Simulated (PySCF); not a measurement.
## NMR shielding calculation, with input and output: C₃H₅Cl

C₃H₅Cl (allyl chloride), computed with GIAO PBE0/pcSseg-1 NMR shielding, non-relativistic, gas phase (PySCF 2.14.0).

The geometry comes from this level: GFN2-xTB, MD frame at 800 fs, 400 K. It belongs to a series of runs on one base structure; here: MD frame at 800 fs, 400 K. Figures and captions count atoms from 1; the log counts them from 0 in places.

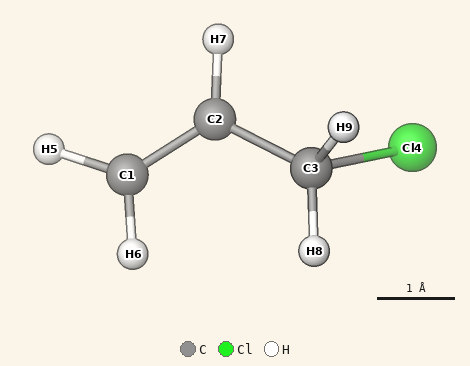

The structure (ball-and-stick view, seen at a tilt; atoms are numbered from 1 in the order of the input).

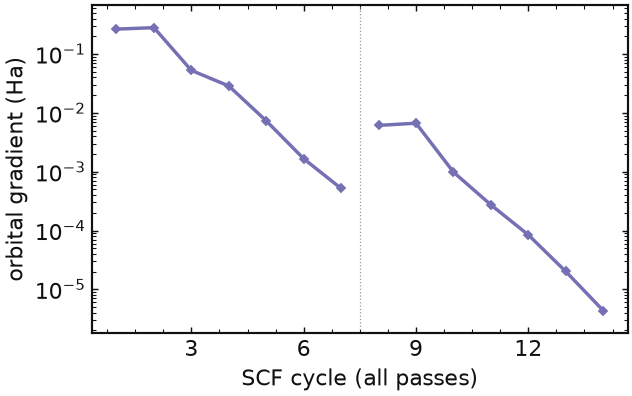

Convergence of the self-consistent field: orbital gradient against the SCF cycle. The dotted line marks the change from a coarse to the final integration grid. The first 7 cycles use a coarse grid, the final grid takes over at cycle 8, and the field converges after 14 cycles in all.

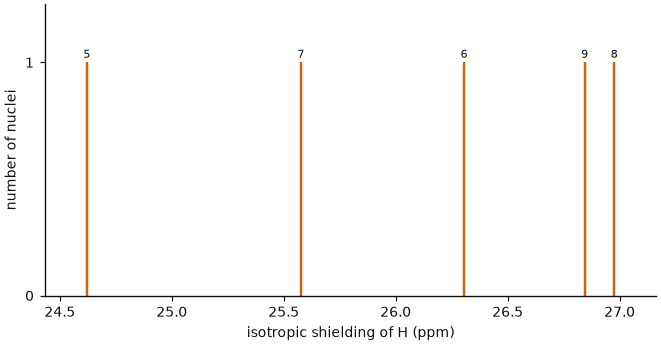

Isotropic shieldings of the hydrogen nuclei in this fixed geometry, labelled by atom number; shielding grows to the right, so chemical shift grows to the left. The least shielded is H5 (24.6 ppm), the most shielded H8 (27.0 ppm).

These pictures come from the run below.

### Input file
```
{"job": {"kind": "nmr", "xc": "PBE0", "basis": "pcSseg-1", "pop": false}, "charge": 0, "multiplicity": 1}
C     -2.257700     0.515600     0.575700
C     -0.968400     0.392200     1.008800
C      0.075200    -0.220800     0.136000
Cl     1.475300     0.921900    -0.077700
H     -3.152600     1.017400     1.102300
H     -2.456400     0.286500    -0.428400
H     -0.657900     0.598500     1.995300
H     -0.173900    -0.604600    -0.884000
H      0.585500    -1.042700     0.657700
```

The first line tells a small driver script what to run in PySCF; the rest is the geometry in Å.

Run as:
```bash
OMP_NUM_THREADS=1 python <driver script> task.json out
```

### The program's output
```
coarse grid: 7984 points
cycle   1  E = -577.1124012399  dE =  2.113e-01  |g| = 2.647e-01  |ddm| = 2.517e+00
cycle   2  E = -577.1135964064  dE = -1.195e-03  |g| = 2.804e-01  |ddm| = 5.528e-01
cycle   3  E = -577.1324432640  dE = -1.885e-02  |g| = 5.258e-02  |ddm| = 2.698e-01
cycle   4  E = -577.1329684962  dE = -5.252e-04  |g| = 2.862e-02  |ddm| = 6.131e-02
cycle   5  E = -577.1331673583  dE = -1.989e-04  |g| = 7.308e-03  |ddm| = 2.361e-02
cycle   6  E = -577.1331797077  dE = -1.235e-05  |g| = 1.662e-03  |ddm| = 5.988e-03
cycle   7  E = -577.1331803647  dE = -6.570e-07  |g| = 5.185e-04  |ddm| = 1.851e-03
final grid: 72232 points
cycle   8  E = -577.1566153488  dE = -1.989e-05  |g| = 6.119e-03  |ddm| = 1.684e-02
cycle   9  E = -577.1566127275  dE =  2.621e-06  |g| = 6.662e-03  |ddm| = 9.996e-03
cycle  10  E = -577.1566244012  dE = -1.167e-05  |g| = 9.848e-04  |ddm| = 5.869e-03
cycle  11  E = -577.1566245931  dE = -1.919e-07  |g| = 2.732e-04  |ddm| = 1.042e-03
cycle  12  E = -577.1566246106  dE = -1.751e-08  |g| = 8.433e-05  |ddm| = 2.353e-04
cycle  13  E = -577.1566246124  dE = -1.791e-09  |g| = 2.016e-05  |ddm| = 8.500e-05
cycle  14  E = -577.1566246125  dE = -9.993e-11  |g| = 4.364e-06  |ddm| = 1.659e-05
converged SCF energy = -577.1566246125

GIAO shielding tensors (ppm)
atom      isotropic    diamagn.    paramagn.     s11        s22        s33       span
  0 C       50.881     253.715    -202.834    -63.075     59.219    156.499    219.574
  1 C       39.114     253.561    -214.447    -87.530     50.097    154.776    242.306
  2 C      132.173     246.856    -114.684    105.578    136.951    153.989     48.411
  3 Cl     812.101    1146.989    -334.888    609.327    733.362   1093.615    484.287
  4 H       24.621      25.854      -1.233     22.497     23.892     27.474      4.977
  5 H       26.306      32.084      -5.779     21.964     26.033     30.920      8.956
  6 H       25.577      30.437      -4.860     22.656     25.207     28.867      6.211
  7 H       26.976      29.393      -2.417     21.867     26.221     32.840     10.973
  8 H       26.844      29.553      -2.709     21.325     26.429     32.779     11.454
```

### Summary

- outcome: converged
- total energy: −577.156625 hartree
- HOMO: −7.86 eV
- LUMO: −0.72 eV
- dipole moment: 2.17 D
- isotropic shielding, C: 39.1 to 132.2 ppm
- isotropic shielding, Cl: 812.1 ppm
- isotropic shielding, H: 24.6 to 27.0 ppm
- hardware: 1 CPU thread, shared host
- wall time: 12 s
- peak memory: 0.46 GiB
